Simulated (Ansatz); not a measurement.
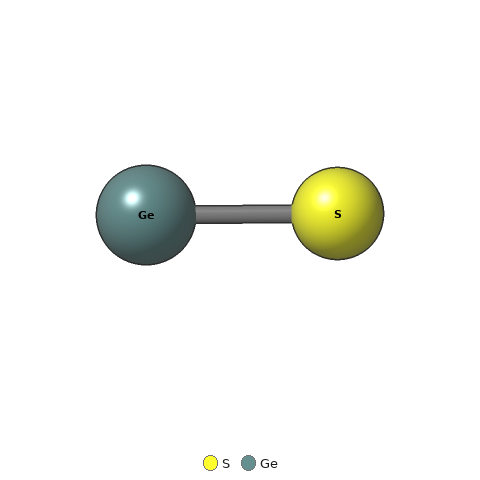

Structure of GeS, singlet.

Kohn-Sham orbital energies near the frontier, B3LYP/def2-TZVPP with the Ansatz code, at a PBE0-D4/def2-TZVP geometry (a minimum by its frequencies), isolated molecule; empty levels in grey, levels within 0.03 eV side by side.

> Where do the frontier orbitals lie?

HOMO at −7.68 eV, LUMO at −2.53 eV, 5.15 eV apart.

> List the levels.

```csv
orbital,energy (eV)
LUMO+5,4.70
LUMO+4,4.69
LUMO+3,4.69
LUMO+2,1.14
LUMO+1,−2.53
LUMO,−2.53
HOMO,−7.68
HOMO−1,−7.68
HOMO−2,−7.68
HOMO−3,−12.45
HOMO−4,−19.12
HOMO−5,−33.56
HOMO−6,−33.56
HOMO−7,−33.60
```

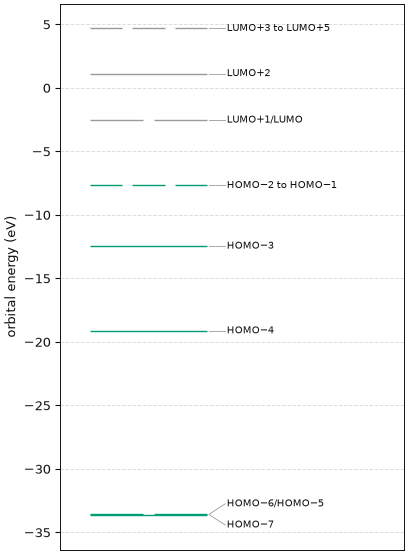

Known limits of this run: no scalar relativity up to krypton; empty levels above zero depend strongly on the basis.
